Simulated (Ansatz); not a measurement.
# Sc3BRu, from a guessed structure to a relaxed one

Starting from a made-up structure for Sc3BRu, the aim is the relaxed cell, its shortest contacts and, where a second run follows, its electronic structure.

Method: DFT, PBE, plane-wave PAW, files of the set soft_1, scalar-relativistic, no spin, cell and ions relaxed at zero pressure; PAW set soft_1, in Ansatz 0.2.0.

## 1. The structure

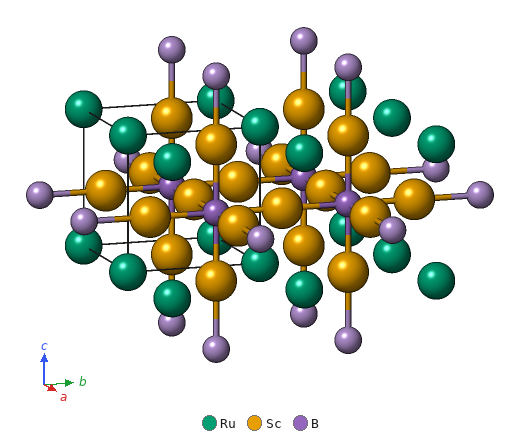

The starting structure, seen slightly off an axis (ruthenium teal, scandium orange, boron purple). 2×2×1 cells are drawn. Some periodic images of atoms are drawn too.

## 2. Relaxation of the guess

The guess takes its coordinates from another compound and its volume from a rule, so the cell and any free coordinates are relaxed together.

Input file input.yaml:

```yaml
crystal:
  lattice:
    - [4.417, 0.0, 0.0]
    - [0.0, 4.417, 0.0]
    - [0.0, 0.0, 4.417]
  atoms:
    - { symbol: Ru, position: [0.0, 0.0, 0.0] }
    - { symbol: Sc, position: [0.5, 0.5, 0.0] }
    - { symbol: Sc, position: [0.5, 0.0, 0.5] }
    - { symbol: Sc, position: [0.0, 0.5, 0.5] }
    - { symbol: B, position: [0.5, 0.5, 0.5] }
kpoints:
  mp_grid: { grid: [6, 6, 6] }
scf:
  occupations: { method: fermi_dirac, width: 0.05 }
hamiltonian:
  xc: pbe
  pseudopotentials: { kind: paw, azcp: { folder: soft_1 } }
relax:
  f_tol: 0.015
  max_steps: 70
  cell: {}
output:
  forces: true
  stress: true
```

Started as:

```bash
ansatz run input.yaml --threads 4 --pin off --max-ram 8192MiB --backend cpu --events-out ev --progress --plain --runs-dir out
```

Numbers of over 12 decimals in the logs are rounded to 6 here.

What it wrote:

```text
Engine: ansatz 0.2.0, aarch64-unknown-linux-gnu
Pseudopotentials: kind: paw
Pseudopotential: Ru, paw, valence charge 16, recommended cutoff 420 eV (normal), soft_1/Ru.paw.azcp
Pseudopotential: Sc, paw, valence charge 11, recommended cutoff 420 eV (normal), soft_1/Sc.paw.azcp
Pseudopotential: B, paw, valence charge 3, recommended cutoff 420 eV (normal), soft_1/B.paw.azcp
Functional definition: PBE
  parameter kappa = 0.804
  parameter beta = 0.066725
  exchange = pbe_x(kappa = kappa, mu = beta*pi^2/3)
  correlation = pbe_c(beta = beta)
Crystal: 5 atoms, lattice volume = 86.175 Å³
Basis set: ecut = 420 eV, 1743 PW (Γ), exchange–correlation on 60×60×60 points (8 copies of the dense FFT grid, shifted against one another)
Bands: 32, of which v1, the nominal top of the filled ones, is band 26 counted from 1 (25 counted from 0)
Symmetry: 48 space group operations
Space group: Pm-3m (ITA 221), of the structure as read, at distance tolerance 4.4e-5 Å
k-points: 20 of 216
Non-local potential: Ru, projectors of the file, l = 0: 3, l = 1: 2, l = 2: 2, l = 3: 1
Non-local potential: Sc, projectors of the file, l = 0: 3, l = 1: 2, l = 2: 3, l = 3: 1
Non-local potential: B, projectors of the file, l = 0: 2, l = 1: 2, l = 2: 1
PAW form: soft (Blöchl's): semilocal exchange-correlation on the pseudo side does not see the compensation charge
PAW one-centre angular grid: Ru, 590 points (default); XC on 64 Gauss nodes
PAW one-centre angular grid: Sc, 590 points (default); XC on 64 Gauss nodes
PAW one-centre angular grid: B, 110 points (default); XC on 64 Gauss nodes
Initial density: superposition of atomic densities (chi_scale 0.1, normalization cell, long waves kept (reshape's long-wave potential 0.00 eV rms))
Initial wavefunctions: pseudopotential atomic-orbital guess
Functional: x = pbe(κ = 0.804, μ = 0.219515), c = pbe(β = 0.066725)
SCF iter   1: F=—  HF=-12464.602537 eV  |F-HF|=—  |Δ(HF+E_count)|=         —  Δρ=3.09e-1  dr2=2.30e2  ethr=3.10e-3  ⟨swp⟩=4.8  Hψ=2178  notcnv=0
preconditioner: auto → Kerker (q_TF=auto, 2.508 Å⁻¹)  [metal: Δε(μ)=0.028 eV  Ē_g=4.464 eV  σ=0.050 eV  W_gap=0.14  n_scr=26 (ndim 8)  ℏωp=17.9 eV  f_vac=0.000  D(μ)=6.04/eV (n_scr^D=80)]
SCF iter   2: F=—  HF=-12444.757190 eV  |F-HF|=—  |Δ(HF+E_count)|=    1.98e1  Δρ=1.33e-1  dr2=2.52e1  ethr=3.10e-3  ⟨swp⟩=3.9  Hψ=1929  notcnv=0
SCF iter   3: F=—  HF=-12442.175360 eV  |F-HF|=—  |Δ(HF+E_count)|=    2.58e0  Δρ=3.83e-2  dr2=2.84e0  ethr=3.10e-3  ⟨swp⟩=3.0  Hψ=1427  notcnv=0  defer=3
SCF iter   4: F=—  HF=-12441.714328 eV  |F-HF|=—  |Δ(HF+E_count)|=   4.61e-1  Δρ=1.41e-2  dr2=2.76e-1  ethr=3.10e-3  ⟨swp⟩=2.2  Hψ=1070  notcnv=0  defer=1
SCF iter   5: F=—  HF=-12441.678126 eV  |F-HF|=—  |Δ(HF+E_count)|=   3.62e-2  Δρ=5.42e-3  dr2=3.74e-2  ethr=5.31e-4  ⟨swp⟩=2.1  Hψ=907  notcnv=0
SCF iter   6: F=—  HF=-12441.669787 eV  |F-HF|=—  |Δ(HF+E_count)|=   8.34e-3  Δρ=1.02e-3  dr2=9.90e-4  ethr=7.19e-5  ⟨swp⟩=2.0  Hψ=927  notcnv=0
SCF iter   7: F=—  HF=-12441.669699 eV  |F-HF|=—  |Δ(HF+E_count)|=   8.83e-5  Δρ=5.86e-4  dr2=5.54e-4  ethr=1.90e-6  ⟨swp⟩=2.0  Hψ=855  notcnv=0
SCF iter   8: F=—  HF=-12441.669632 eV  |F-HF|=—  |Δ(HF+E_count)|=   6.73e-5  Δρ=1.18e-4  dr2=1.52e-5  ethr=1.07e-6  ⟨swp⟩=1.9  Hψ=747  notcnv=0
SCF iter   9: F=—  HF=-12441.669637 eV  |F-HF|=—  |Δ(HF+E_count)|=   4.92e-6  Δρ=2.76e-5  dr2=8.75e-7  ethr=2.92e-8  ⟨swp⟩=2.0  Hψ=811  notcnv=0
SCF iter  10: F=—  HF=-12441.669636 eV  |F-HF|=—  |Δ(HF+E_count)|=   1.68e-7  Δρ=7.99e-6  dr2=1.39e-7  ethr=1.92e-10  ⟨swp⟩=4.3  Hψ=2311  notcnv=0
SCF iter  11: F=-12441.669636 eV  HF=-12441.669636 eV  |F-HF|=3.95e-9  |Δ(HF+E_count)|=   8.32e-9  Δρ=2.02e-6  dr2=5.37e-9  ethr=1.92e-10  ⟨swp⟩=3.9  Hψ=1523  notcnv=0
SCF 1 converged in 11 iterations: F = -12441.669636 eV  dr2 = 5.37e-9
  greatest PAW one-centre occupation: 1.000 electrons in one spin orbital (limit 2), on the Ru atom at site 0 (counted from 0), in its partial waves of l = 0
relax step   1: F+E_penalty+E_count = -12441.66963634 eV  Δ(F+E_penalty+E_count) = +0.000e0 eV  max|allowed force component| = 3.269e-29 eV/Å  Δτ_max = 0.0000 Å  P = +7.908 GPa  Ω = 86.175 Å³  (11 SCF iters, dr2 threshold 1.00e-7 eV, accepted)
Crystal: 5 atoms, lattice volume = 94.802 Å³
Basis set: ecut = 420 eV, 1863 PW (Γ), exchange–correlation on 60×60×60 points (8 copies of the dense FFT grid, shifted against one another)
Initial density: handed on by an earlier stage of this run
Initial wavefunctions: those handed on with the density
SCF iter   1: F=—  HF=-12442.208294 eV  |F-HF|=—  |Δ(HF+E_count)|=         —  Δρ=4.12e-2  dr2=4.56e0  ethr=3.10e-3  ⟨swp⟩=8.1  Hψ=2500  notcnv=0
preconditioner: auto → Kerker (q_TF=auto, 2.468 Å⁻¹)  [metal: Δε(μ)=0.028 eV  Ē_g=3.214 eV  σ=0.050 eV  W_gap=0.14  n_scr=26 (ndim 8)  ℏωp=17.1 eV  f_vac=0.000  D(μ)=7.23/eV (n_scr^D=80)]
SCF iter   2: F=—  HF=-12441.884118 eV  |F-HF|=—  |Δ(HF+E_count)|=   3.24e-1  Δρ=1.40e-2  dr2=6.68e-1  ethr=3.10e-3  ⟨swp⟩=1.6  Hψ=835  notcnv=0
SCF iter   3: F=—  HF=-12441.820891 eV  |F-HF|=—  |Δ(HF+E_count)|=   6.32e-2  Δρ=2.66e-3  dr2=1.15e-2  ethr=1.29e-3  ⟨swp⟩=2.0  Hψ=720  notcnv=0
SCF iter   4: F=—  HF=-12441.818659 eV  |F-HF|=—  |Δ(HF+E_count)|=   2.23e-3  Δρ=9.56e-4  dr2=2.48e-3  ethr=2.21e-5  ⟨swp⟩=2.5  Hψ=1145  notcnv=0
SCF iter   5: F=—  HF=-12441.818500 eV  |F-HF|=—  |Δ(HF+E_count)|=   1.59e-4  Δρ=3.33e-4  dr2=1.80e-4  ethr=4.77e-6  ⟨swp⟩=1.9  Hψ=703  notcnv=0
SCF iter   6: F=—  HF=-12441.818766 eV  |F-HF|=—  |Δ(HF+E_count)|=   2.66e-4  Δρ=7.11e-5  dr2=8.78e-6  ethr=3.47e-7  ⟨swp⟩=1.3  Hψ=650  notcnv=0
SCF iter   7: F=-12441.818765 eV  HF=-12441.818765 eV  |F-HF|=7.63e-9  |Δ(HF+E_count)|=   8.22e-7  Δρ=9.64e-6  dr2=9.96e-8  ethr=9.62e-10  ⟨swp⟩=3.0  Hψ=2145  notcnv=0
SCF 2 converged in 7 iterations: F = -12441.818765 eV  dr2 = 9.96e-8
relax step   2: F+E_penalty+E_count = -12441.81876519 eV  Δ(F+E_penalty+E_count) = -1.491e-1 eV  max|allowed force component| = 5.732e-30 eV/Å  Δτ_max = 0.0000 Å  P = -1.605 GPa  Ω = 94.802 Å³  energy of the carried Pulay correction = -1.811e-3 eV  (7 SCF iters, dr2 threshold 5.00e-7 eV, accepted)
Crystal: 5 atoms, lattice volume = 93.227 Å³
Basis set: ecut = 420 eV, 1839 PW (Γ), exchange–correlation on 60×60×60 points (8 copies of the dense FFT grid, shifted against one another)
iter 1 solved again at ethr=3.23e-4 eV; its pass at ethr=3.10e-3 eV (dr2=1.68e-1 eV) is discarded
SCF iter   1: F=—  HF=-12441.839105 eV  |F-HF|=—  |Δ(HF+E_count)|=         —  Δρ=8.03e-3  dr2=1.66e-1  ethr=3.23e-4  ⟨swp⟩=1.1  Hψ=3228  notcnv=0
preconditioner: auto → Kerker (q_TF=auto, 2.475 Å⁻¹)  [metal: Δε(μ)=0.026 eV  Ē_g=3.146 eV  σ=0.050 eV  W_gap=0.13  n_scr=26 (ndim 8)  ℏωp=17.2 eV  f_vac=0.000  D(μ)=6.80/eV (n_scr^D=80)]
SCF iter   2: F=—  HF=-12441.830259 eV  |F-HF|=—  |Δ(HF+E_count)|=   8.85e-3  Δρ=3.39e-3  dr2=3.37e-2  ethr=3.19e-4  ⟨swp⟩=1.0  Hψ=640  notcnv=0
SCF iter   3: F=—  HF=-12441.827706 eV  |F-HF|=—  |Δ(HF+E_count)|=   2.55e-3  Δρ=4.33e-4  dr2=6.41e-4  ethr=6.48e-5  ⟨swp⟩=1.6  Hψ=664  notcnv=0
SCF iter   4: F=—  HF=-12441.827650 eV  |F-HF|=—  |Δ(HF+E_count)|=   5.66e-5  Δρ=9.86e-5  dr2=1.10e-5  ethr=1.23e-6  ⟨swp⟩=1.9  Hψ=762  notcnv=0
SCF iter   5: F=—  HF=-12441.827878 eV  |F-HF|=—  |Δ(HF+E_count)|=   2.28e-4  Δρ=2.81e-5  dr2=8.85e-7  ethr=2.12e-8  ⟨swp⟩=2.0  Hψ=845  notcnv=0
SCF iter   6: F=-12441.827877 eV  HF=-12441.827877 eV  |F-HF|=1.26e-8  |Δ(HF+E_count)|=   7.57e-8  Δρ=6.23e-6  dr2=4.73e-8  ethr=9.62e-10  ⟨swp⟩=4.0  Hψ=1939  notcnv=0
SCF 3 converged in 6 iterations: F = -12441.827877 eV  dr2 = 4.73e-8
relax step   3: F+E_penalty+E_count = -12441.82787748 eV  Δ(F+E_penalty+E_count) = -9.112e-3 eV  max|allowed force component| = 3.450e-29 eV/Å  Δτ_max = 0.0000 Å  P = -0.166 GPa  Ω = 93.227 Å³  energy of the carried Pulay correction = -1.494e-3 eV  (6 SCF iters, dr2 threshold 5.00e-7 eV, accepted)
Crystal: 5 atoms, lattice volume = 93.050 Å³
iter 1 solved again at ethr=4.02e-6 eV; its pass at ethr=3.10e-3 eV (dr2=2.09e-3 eV) is discarded
SCF iter   1: F=—  HF=-12441.827937 eV  |F-HF|=—  |Δ(HF+E_count)|=         —  Δρ=9.00e-4  dr2=2.08e-3  ethr=4.02e-6  ⟨swp⟩=1.0  Hψ=2586  notcnv=0
preconditioner: auto → Kerker (q_TF=auto, 2.476 Å⁻¹)  [metal: Δε(μ)=0.032 eV  Ē_g=3.159 eV  σ=0.050 eV  W_gap=0.16  n_scr=26 (ndim 8)  ℏωp=17.2 eV  f_vac=0.000  D(μ)=6.67/eV (n_scr^D=80)]
SCF iter   2: F=—  HF=-12441.827821 eV  |F-HF|=—  |Δ(HF+E_count)|=   1.16e-4  Δρ=3.74e-4  dr2=4.17e-4  ethr=4.01e-6  ⟨swp⟩=1.0  Hψ=640  notcnv=0
SCF iter   3: F=—  HF=-12441.827788 eV  |F-HF|=—  |Δ(HF+E_count)|=   3.27e-5  Δρ=4.23e-5  dr2=5.20e-6  ethr=8.03e-7  ⟨swp⟩=1.7  Hψ=670  notcnv=0
SCF iter   4: F=—  HF=-12441.828003 eV  |F-HF|=—  |Δ(HF+E_count)|=   2.15e-4  Δρ=1.06e-5  dr2=1.25e-7  ethr=1.00e-8  ⟨swp⟩=2.1  Hψ=832  notcnv=0
iter 5 did not close the SCF: its close was put off for the readings that it lacked (scf_convergence_deferred on its scf_iter line)
SCF iter   5: F=-12441.828003 eV  HF=-12441.828003 eV  |F-HF|=5.17e-9  |Δ(HF+E_count)|=   8.85e-9  Δρ=2.76e-6  dr2=1.01e-8  ethr=2.40e-10  ⟨swp⟩=2.0  Hψ=838  notcnv=0
SCF iter   6: F=-12441.828003 eV  HF=-12441.828003 eV  |F-HF|=4.55e-11  |Δ(HF+E_count)|=  7.44e-10  Δρ=8.23e-7  dr2=7.28e-10  ethr=1.93e-11  ⟨swp⟩=2.0  Hψ=1753  notcnv=0
SCF 4 converged in 6 iterations: F = -12441.828003 eV  dr2 = 7.28e-10
relax step   4: F+E_penalty+E_count = -12441.82800329 eV  Δ(F+E_penalty+E_count) = -1.258e-4 eV  max|allowed force component| = 2.524e-29 eV/Å  Δτ_max = 0.0000 Å  P = +0.004 GPa  Ω = 93.050 Å³  energy of the carried Pulay correction = -1.458e-3 eV  (6 SCF iters, dr2 threshold 6.87e-8 eV, accepted)
Basis set: ecut = 420 eV, 1839 PW (Γ), exchange–correlation on 64×64×64 points (8 copies of the dense FFT grid, shifted against one another)
Initial wavefunctions: pseudopotential atomic-orbital guess (no wavefunctions were taken with the density)
iter 1 solved again at ethr=4.07e-7 eV; its pass at ethr=3.10e-3 eV (dr2=2.11e-4 eV) is discarded
SCF iter   1: F=—  HF=-12441.829418 eV  |F-HF|=—  |Δ(HF+E_count)|=         —  Δρ=2.88e-4  dr2=2.22e-6  ethr=4.07e-7  ⟨swp⟩=3.0  Hψ=3573  notcnv=0
preconditioner: auto → Kerker (q_TF=auto, 2.476 Å⁻¹)  [metal: Δε(μ)=0.030 eV  Ē_g=3.160 eV  σ=0.050 eV  W_gap=0.15  n_scr=26 (ndim 8)  ℏωp=17.2 eV  f_vac=0.000  D(μ)=6.66/eV (n_scr^D=80)]
SCF iter   2: F=—  HF=-12441.829558 eV  |F-HF|=—  |Δ(HF+E_count)|=   1.40e-4  Δρ=1.47e-4  dr2=5.95e-7  ethr=4.27e-9  ⟨swp⟩=2.1  Hψ=834  notcnv=0
SCF iter   3: F=—  HF=-12441.829642 eV  |F-HF|=—  |Δ(HF+E_count)|=   8.37e-5  Δρ=4.41e-6  dr2=6.64e-9  ethr=1.14e-9  ⟨swp⟩=2.0  Hψ=857  notcnv=0
SCF iter   4: F=—  HF=-12441.829642 eV  |F-HF|=—  |Δ(HF+E_count)|=   4.49e-8  Δρ=6.70e-7  dr2=3.57e-10  ethr=1.28e-11  ⟨swp⟩=2.0  Hψ=1041  notcnv=0
SCF iter   5: F=—  HF=-12441.829642 eV  |F-HF|=—  |Δ(HF+E_count)|=  5.09e-11  Δρ=2.43e-7  dr2=1.05e-10  ethr=1.00e-12  ⟨swp⟩=2.5  Hψ=1092  notcnv=0
SCF iter   6: F=-12441.829642 eV  HF=-12441.829642 eV  |F-HF|=0.00e0  |Δ(HF+E_count)|=  7.28e-12  Δρ=5.25e-8  dr2=3.20e-12  ethr=1.00e-12  ⟨swp⟩=3.1  Hψ=1735  notcnv=0
SCF 5 converged in 6 iterations: F = -12441.829642 eV  dr2 = 3.20e-12
relax step   5: F+E_penalty+E_count = -12441.82964182 eV  Δ(F+E_penalty+E_count) = -1.639e-3 eV  max|allowed force component| = 3.213e-29 eV/Å  Δτ_max = 0.0000 Å  P = +0.016 GPa  Ω = 93.050 Å³  stress off target by 1.61e-2 GPa  SCF on the basis re-selected at this cell (its energy is not comparable with the rows above)  (6 SCF iters)
basis re-selected at this cell: Δ(F+E_penalty+E_count) = -1.639e-3 eV, ΔP = +0.012 GPa vs the last step (what re-selecting the basis moved, of the pressure what is left beyond the Pulay correction that the steps carried, after the strain that the cell walked since its last selection, with what the two solves' SCF thresholds leave and, on support functions, any second-order correction that the steps lacked; it is no measure of the basis error at this ecutwfc). The dense FFT grid was sized anew with the basis: this SCF ran on 32×32×32 points, the steps before it on 30×30×30, so part of this shift can come from that change (see relax.cell in the input reference). [rest of the remark cut]
SCF converged after 6 iterations
Free energy (F): -12441.829642 eV
Harris-Foulkes:  -12441.829642 eV  (|F-HF|=0.00e0)
Internal energy: -12441.776258 eV  (E = F + TS)
E sigma→0 (E₀):  -12441.802950 eV
Entropy (-TS):   -0.053383 eV (-10.677 meV/atom)
Fermi energy:    10.902893 eV
--- Per-component energies (eV) ---
  E_band       = -653.723566
  E_kinetic    = 1127.927067
  E_local      = -4301.080750  (includes V_loc(G=0)·N_el)
  E_nonlocal   = 855.201589
  E_hartree    = 1520.017572
  E_xc         = -457.668643
  E_vxc        = -566.383333  (∫ρ·V_xc dr)
  E_paw        = -6553.307018  (= ΣΔE_a)
  E_vpaw       = -809.424078  (= ΣTr[D̂ρ^β])
  E_aug_tail   = 0.000810  (compensation charges beyond the density's cutoff)
  E_ewald      = -4632.866887
  E_smearing   = -0.053383  (= −TS)
  E_closure    = 0.000000  (closes the sum)
  Σ components = -12441.829642   (vs F -12441.829642, Δ=0.00e0)
--- Forces (eV/Å), atoms counted from 1 ---
  atom   1  Ru     0.00000000     0.00000000     0.00000000
  atom   2  Sc    -0.00000000    -0.00000000     0.00000000
  atom   3  Sc    -0.00000000     0.00000000    -0.00000000
  atom   4  Sc    -0.00000000     0.00000000    -0.00000000
  atom   5  B     -0.00000000    -0.00000000    -0.00000000
  max |Σ_I F_I| component: 4.79e-29 eV/Å
--- Stress (GPa, compression-positive) ---
        0.016149      -0.000000       0.000000
       -0.000000       0.016149      -0.000000
        0.000000      -0.000000       0.016149
  P = ⅓ Tr σ = 0.0161 GPa (0.161 kbar)
--- Relaxed structure (4 steps of the walk, 4 accepted, 1 SCFs on fresh bases) ---
  F+E_penalty+E_count = -12441.82964182 eV   max|allowed force component| = 3.213e-29 eV/Å   (the final SCF, on the basis selected at the relaxed cell)
  cell:  # Å, volume = 93.0496 Å³
    - [4.531460, 0, 0]
    - [0, 4.531460, 0]
    - [0, 0, 4.531460]
  atoms:
    - { symbol: Ru, position: [0, 0, 0] }
    - { symbol: Sc, position: [0.500000, 0.500000, 0] }
    - { symbol: Sc, position: [0.500000, 0, 0.500000] }
    - { symbol: Sc, position: [0, 0.500000, 0.500000] }
    - { symbol: B, position: [0.500000, 0.500000, 0.500000] }
```

The job ended after 3.7 s (4 threads of Arm Neoverse V2, shared host; peak memory 0.36 GiB; 13 s of CPU time).

Relaxation path:

```tsv
step	energy less that of the first step (eV)	largest force component (eV/Å)	pressure (GPa)	volume (Å³)
1	0.0000	0.0000	7.91	86.18
2	-0.1491	0.0000	-1.61	94.80
3	-0.1582	0.0000	-0.17	93.23
4	-0.1584	0.0000	0.00	93.05
5*	-0.1600	0.0000	0.02	93.05
```

Relaxation steps marked * repeat the geometry before them on a plane-wave basis chosen anew for their cell, so energy and pressure can jump there.

The run keeps the 48 symmetry operations that it works with, so distortions that break them were not tested.

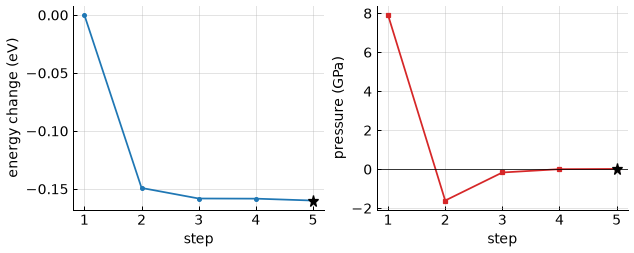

Energy and pressure along the relaxation. Stars mark steps on a basis chosen anew.

```tsv
conventional cell, symmetrised	before	after	change
a (Å)	4.417	4.531	+2.6 %
b (Å)	4.417	4.531	+2.6 %
c (Å)	4.417	4.531	+2.6 %
volume (Å³/atom)	17.24	18.61	+8.0 %
```

The relaxed structure:

```xyz
5
Lattice="4.5315 0.0000 0.0000 0.0000 4.5315 0.0000 0.0000 0.0000 4.5315" Properties=species:S:1:pos:R:3 pbc="T T T"
Ru    0.0000    0.0000    0.0000
Sc    2.2657    2.2657    0.0000
Sc    2.2657    0.0000    2.2657
Sc    0.0000    2.2657    2.2657
B     2.2657    2.2657    2.2657
```

This step gave:

```
free energy             : -12441.8296 eV
energy at zero smearing : -12441.8030 eV
smearing term TS        : 0.05338 eV
Fermi energy            : 10.90 eV
electrons               : 52
symmetry operations     : 48
pressure                : 0.01615 GPa
```

The shortest distance of each pair, which need not be the same contact before and after:

```tsv
pair	guess (Å)	relaxed (Å)
B–Sc	2.208	2.266
Ru–Sc	3.123	3.204
Sc–Sc	3.123	3.204
B–Ru	3.825	3.924
Ru–Ru	4.417	4.531
```

The relaxation ends with a pressure of 0.02 GPa.

## 3. Summary of results

| Property | Result |
| --- | --- |
| space group, relaxed | Pm-3m |
| conventional cell | a = 4.531, b = 4.531, c = 4.531 Å; α = 90.0°, β = 90.0°, γ = 90.0° |
| volume per atom | 18.61 Å³ (guess 17.24) |

In words: Sc3BRu relaxes to Pm-3m with a = 4.531, b = 4.531 and c = 4.531 Å. The guessed volume was 7 % too small. The space group Pm-3m was held in the relaxation, so the end point is a stationary structure within it and may be a saddle against distortions or other arrangements. Mesh and cutoff weren't tested. No dispersion term is used, so weakly bound directions may come out too long. The runs have no spin, and magnetism wasn't tested. Nothing here tests whether the compound is stable against decomposition.

[Logs are printed without paths, hosts, clocks, repeated set-up lines and the standing remarks that a program may print on its own settings, such as how far it seeks lower states.]

[Hosts, paths, dates, database ids (printed as entryN), source tags and the programs' standing remarks are cut or masked in the printed files.]
